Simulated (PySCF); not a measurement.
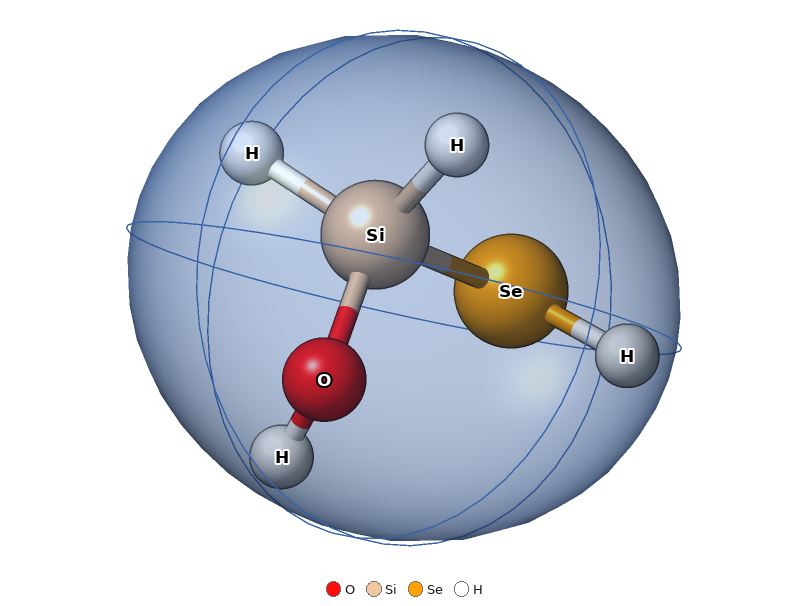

The ellipsoid shows the static dipole polarisability: its half-axes are proportional to the principal values. The geometry was computed by an optimisation with PBE0-D3(BJ)/def2-SVP. No frequency run is at hand to confirm it as a minimum. Computed with PBE0/def2-TZVPD (PySCF 2.14.0).

How large and how anisotropic is the polarisability?

Principal values 54.7, 56.6, 73.4 bohr³; mean 61.6 bohr³ (9.12 Å³); anisotropy 17.8 bohr³, so the longest axis is 1.34 times the shortest.
